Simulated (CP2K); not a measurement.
# C2H4F2Si (SMILES C=C(F)[SiH2]F): MNDO

What is the energy difference between two shapes of C2H4F2Si at MNDO? 

Program for the calculation: CP2K 2026.2.

3 further runs of the same task are left out: 1 that didn't finish, 2 set aside as unsound or not needed.

### Step 1. Starting point

The species is C2H4F2Si (9 atoms), meant as a singlet with charge 0. As SMILES, `C=C(F)[SiH2]F`. The shape is that of a GFN2-xTB optimisation. This is one conformer, not always the lowest.

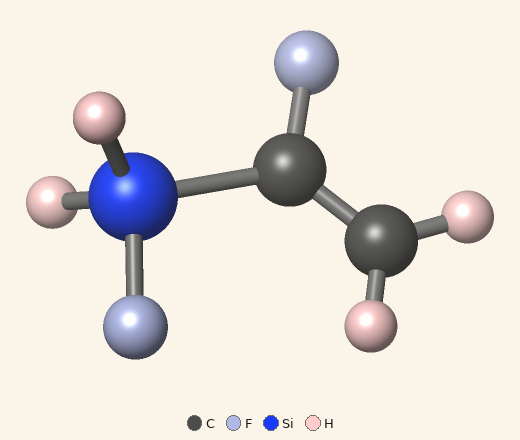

Viewed from a chosen angle; carbon dark grey, fluorine light blue, silicon blue, hydrogen pink.

### Step 2. Energy and forces at MNDO

The input, qs.inp:

```
&GLOBAL
  PROJECT_NAME qs
  RUN_TYPE ENERGY_FORCE
  PRINT_LEVEL MEDIUM
&END GLOBAL

&FORCE_EVAL
  METHOD Quickstep
  &DFT
    &QS
      METHOD MNDO
      EPS_DEFAULT 1.0E-10
      &SE
        &COULOMB
          CUTOFF [angstrom] 50
          RC_RANGE [angstrom] 0
        &END COULOMB
        &EXCHANGE
          CUTOFF [angstrom] 50
          RC_RANGE [angstrom] 0
        &END EXCHANGE
      &END SE
    &END QS
    &POISSON
      PERIODIC NONE
      POISSON_SOLVER ANALYTIC
    &END POISSON
    &SCF
      SCF_GUESS ATOMIC
      EPS_SCF 1.0E-07
      MAX_SCF 80
      ADDED_MOS 4
      &DIAGONALIZATION
        ALGORITHM STANDARD
      &END DIAGONALIZATION
      &MIXING
        METHOD DIRECT_P_MIXING
        ALPHA 0.4
      &END MIXING
    &END SCF
    &PRINT
      &MOMENTS
        PERIODIC F
        REFERENCE COM
        MAX_MOMENT 1
      &END MOMENTS
      &MO ON
        ENERGIES T
        OCCUPATION_NUMBERS T
        NDIGITS 6
        &EACH
          QS_SCF 0
        &END EACH
        ADD_LAST NUMERIC
      &END MO
      &HIRSHFELD OFF
      &END HIRSHFELD
    &END PRINT
  &END DFT
  &SUBSYS
    &CELL
      ABC 15.7 14.6 16.7
      PERIODIC NONE
    &END CELL
    &COORD
      C      7.770580     8.390515     9.800365
      C      8.353980     7.869195     8.733235
      F      9.689750     7.608475     8.795715
      Si     7.562700     7.422395     7.074525
      F      6.010250     7.809575     7.247825
      H      8.315810     8.610465    10.703255
      H      6.719190     8.607945     9.782625
      H      8.071010     8.255355     5.996745
      H      7.600170     5.989535     6.831515
    &END COORD
  &END SUBSYS
  &PRINT
    &FORCES ON
    &END FORCES
  &END PRINT
&END FORCE_EVAL
```

Command:

```sh
$ OMP_NUM_THREADS=1 cp2k.psmp -i qs.inp -o qs.out
```

What it wrote:

```text
CP2K| version string:                                       CP2K version 2026.2
[...]
 GLOBAL| Method name                                                        CP2K
[...]
 GLOBAL| Run type                                                   ENERGY_FORCE
[...]
                             - Atoms:                                          9
[...]
                             - Spherical basis functions:                     24
[...]
 Number of electrons:                                                         30
[...]
     1 P_Mix/Diag. 0.40E+00    0.0     0.77856074       -43.7595042952 -4.38E+01
[...]
    20 DIIS/Diag.  0.58E-07    0.0     0.00000005       -50.0036746051 -4.26E-14
  *** SCF run converged in    20 steps ***
  Core-core repulsion energy [eV]:                           2075.20881491509635
  Core Hamiltonian energy [eV]:                             -2246.02622518259977
  Two-electron integral energy [eV]:                        -2379.70354730066356
  Electronic energy [eV]:                                   -3435.87799883293155
  Total energy [eV]:                                        -1360.66918391783520
  Atomic reference energy [eV]:                              1355.03023850743807
  Heat of formation [kcal/mol]:                              -130.03718066075083
[...]
 SE_DIPOLE| Moment [Debye]          0.41282257       0.07776546       0.46724805
 SE_DIPOLE| Derivative [a.u.]       0.00000000       0.00000000       0.00000000
 ENERGY| Total FORCE_EVAL ( QS ) energy [hartree]            -50.003674605104472
 FORCES| Atomic forces [hartree/bohr]
 FORCES|   Atom     x               y               z               |f|
 FORCES|      1 -1.05172555E-02  9.60060041E-03  1.97936190E-02   2.43838378E-02
 FORCES|      2  4.65888375E-02 -3.22319108E-02 -6.04150025E-02   8.28214246E-02
 FORCES|      3 -3.16810678E-02  5.01058721E-03 -4.52979668E-03   3.23931335E-02
 FORCES|      4  1.47803164E-03  2.52824135E-03  7.62390816E-03   8.16704093E-03
 FORCES|      5  1.12882414E-02 -4.24348279E-03 -5.03034614E-03   1.30665957E-02
 FORCES|      6 -7.20002287E-04  4.60045670E-03  1.19851396E-02   1.28579227E-02
 FORCES|      7 -1.19309118E-02  5.12232044E-03  6.97048084E-03   1.47367712E-02
 FORCES|      8 -7.01197638E-03 -1.81874661E-02  2.02768084E-02   2.81265123E-02
 FORCES|      9  2.50610322E-03  2.78006536E-02  3.32518932E-03   2.81107413E-02
 FORCES| Sum    -5.55111512E-17  3.60822483E-16  4.44089210E-16
 FORCES| Total atomic force                                       5.74882230E-16
[...]
```

Run time: 0.42 s. Hardware: 1 thread of Arm Neoverse N1, shared host; peak memory 0.14 GiB.

### Step 3. The distorted shape

The input, gas.inp:

```
&GLOBAL
    PROJECT gas
    RUN_TYPE ENERGY_FORCE
    PRINT_LEVEL MEDIUM
&END

&FORCE_EVAL
    METHOD QS
    &DFT
        CHARGE 0
        MULTIPLICITY 1
        ! Quickstep
        &QS
            METHOD MNDO
            EPS_DEFAULT 1.0E-10
            &SE
                &COULOMB
                    CUTOFF [angstrom] 50
                    RC_RANGE [angstrom] 0
                &END
                &EXCHANGE
                    CUTOFF [angstrom] 50
                    RC_RANGE [angstrom] 0
                &END
            &END
        &END
        ! no periodic images
        &POISSON
            PERIODIC NONE
            POISSON_SOLVER ANALYTIC
        &END
        ! SCF settings
        &SCF
            SCF_GUESS ATOMIC
            EPS_SCF 1.0E-07
            MAX_SCF 80
            ADDED_MOS 4
            &DIAGONALIZATION
                ALGORITHM STANDARD
            &END
            &MIXING
                METHOD DIRECT_P_MIXING
                ALPHA 0.4
            &END
        &END
        &PRINT
            &MOMENTS
                PERIODIC F
                REFERENCE COM
                MAX_MOMENT 1
            &END
            &MO ON
                ENERGIES T
                OCCUPATION_NUMBERS T
                NDIGITS 6
                &EACH
                    QS_SCF 0
                &END
                ADD_LAST NUMERIC
            &END
            &HIRSHFELD OFF
            &END
        &END
    &END
    ! atoms, cell and kinds
    &SUBSYS
        &CELL
            ABC [angstrom] 15.8 14.8 16.8
            PERIODIC NONE
        &END
        &COORD
            C      7.796524     8.741792     9.881256
            C      8.599196     8.004018     8.930599
            F      9.789294     7.681564     8.931665
            Si     7.549022     7.550762     7.157915
            F      6.010706     7.992360     7.409622
            H      8.440314     8.807316    10.791378
            H      6.849897     8.752458     9.872434
            H      8.388982     8.331760     6.008622
            H      7.668845     5.992684     7.026215
        &END
    &END
    ! extra output
    &PRINT
        &FORCES ON
        &END
    &END
&END
```

Command:

```sh
$ OMP_NUM_THREADS=1 cp2k.psmp -i gas.inp > gas.out 2>&1
```

What it wrote:

```text
CP2K| version string:                                       CP2K version 2026.2
[...]
 GLOBAL| Method name                                                        CP2K
[...]
 GLOBAL| Run type                                                   ENERGY_FORCE
[...]
                             - Atoms:                                          9
[...]
                             - Spherical basis functions:                     24
[...]
 Number of electrons:                                                         30
[...]
     1 P_Mix/Diag. 0.40E+00    0.0     0.73725573       -43.7216749717 -4.37E+01
[...]
    21 DIIS/Diag.  0.39E-07    0.0     0.00000008       -49.8989302535 -2.84E-14
  *** SCF run converged in    21 steps ***
  Core-core repulsion energy [eV]:                           2039.27146650449185
  Core Hamiltonian energy [eV]:                             -2240.19363787522025
  Two-electron integral energy [eV]:                        -2313.79354757654346
  Electronic energy [eV]:                                   -3397.09041166349198
  Total energy [eV]:                                        -1357.81894515900012
  Atomic reference energy [eV]:                              1355.03023850743807
  Heat of formation [kcal/mol]:                               -64.30910822268187
[...]
 SE_DIPOLE| Moment [Debye]          0.65332635       0.37761284       1.41084228
 SE_DIPOLE| Derivative [a.u.]       0.00000000       0.00000000       0.00000000
 ENERGY| Total FORCE_EVAL ( QS ) energy [hartree]            -49.898930253480941
 FORCES| Atomic forces [hartree/bohr]
 FORCES|   Atom     x               y               z               |f|
 FORCES|      1  2.32170423E-01 -8.78299951E-02 -2.41003671E-02   2.49395351E-01
 FORCES|      2 -2.50932028E-01  6.72549583E-02 -4.28916760E-02   2.63305541E-01
 FORCES|      3  1.42244912E-01 -2.87933397E-02  1.73411962E-02   1.46162199E-01
 FORCES|      4  5.06176102E-02 -6.76946879E-03  2.07666703E-02   5.51291462E-02
 FORCES|      5  3.23032444E-02 -8.53272066E-03 -1.36924623E-02   3.61080385E-02
 FORCES|      6 -2.48596525E-02  2.11201596E-02 -2.36319190E-04   3.26208417E-02
 FORCES|      7 -1.32269011E-01  1.72392281E-02 -2.08083389E-03   1.33403943E-01
 FORCES|      8 -4.12696881E-02 -3.01650526E-02  4.37121067E-02   6.72596895E-02
 FORCES|      9 -8.00581127E-03  5.64762308E-02  1.18168522E-03   5.70530809E-02
 FORCES| Sum     4.51028104E-16 -5.27355937E-16 -1.94289029E-16
 FORCES| Total atomic force                                       7.20610062E-16
[...]
```

Run time: 0.42 s. Hardware: 1 thread of Arm Neoverse N1, shared host; peak memory 0.14 GiB.

### Step 4. Results

Level: MNDO.

```
                                                  quantity            value
                                 first shape: total energy     -50.00367 Eh
                                first shape: dipole moment           0.63 D
                                  first shape: HOMO energy        -10.43 eV
                                  first shape: LUMO energy          0.54 eV
                                first shape: HOMO–LUMO gap         10.97 eV
    first shape: heat of formation at this unrelaxed shape  -130.0 kcal/mol
                     first shape: largest force on an atom       4.259 eV/Å
                             distorted shape: total energy     -49.89893 Eh
                            distorted shape: dipole moment           1.60 D
                              distorted shape: HOMO energy         -9.24 eV
                              distorted shape: LUMO energy          0.49 eV
                            distorted shape: HOMO–LUMO gap          9.73 eV
distorted shape: heat of formation at this unrelaxed shape   -64.3 kcal/mol
                 distorted shape: largest force on an atom      13.540 eV/Å
                    energy change with the atoms displaced         2.850 eV
```

What this shows: With the atoms displaced the energy rises by 2.85 eV (275 kJ/mol). The first shape isn't relaxed at this level, so the change isn't measured from a minimum. The largest force (first shape) is 4.26 eV/Å: the shape isn't a stationary point for this species at this level.
